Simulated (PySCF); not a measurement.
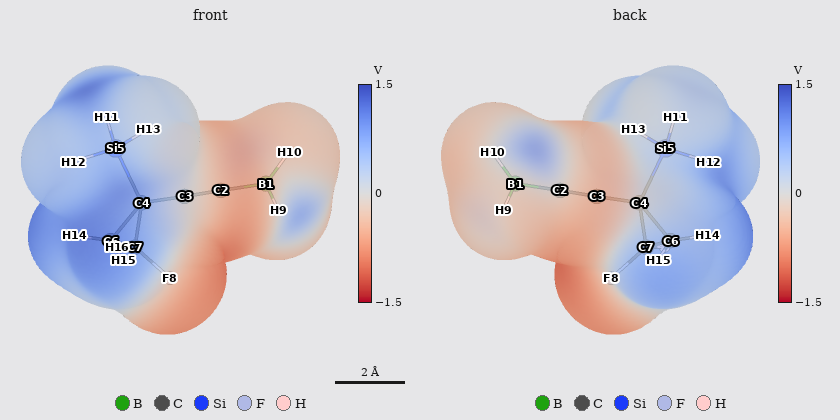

C5H8BFSi. The molecular electrostatic potential painted on the density surface at 0.001 e/bohr³, seen from the front and from behind; the colour scale runs from red (negative) to blue (positive).

Geometry: GFN2-xTB.

Theory: PySCF 2.14.0, PBE0/pcSseg-1, SCF density, gas phase, non-relativistic.

```xyz
16

B     3.4261    0.9141    0.3256
C     1.9884    0.5307    0.2531
C     0.8205    0.2059    0.2088
C    -0.5551   -0.1539    0.1538
Si   -1.7650    1.3076    0.2156
C    -0.9069   -1.3985   -0.6488
C    -0.9587   -1.4415    0.8330
F    -0.0170   -2.1686    1.4935
H     4.2409    0.1961   -0.1124
H     3.7268    1.9330    0.8188
H    -1.5233    2.1370   -0.9637
H    -3.1192    0.7476    0.1810
H    -1.5365    2.0411    1.4576
H    -1.8352   -1.4176   -1.1996
H    -0.0907   -1.9240   -1.1230
H    -1.9025   -1.5001    1.3628
```

Question: Which sites attract a positive test charge, and which a negative one?

Answer: A positive charge is drawn to the negative regions and a negative charge to the positive ones. The most negative region (about −1.0 V) lies over C2, C3 and F8, the most positive (about +1.1 V) over Si5 and H16.
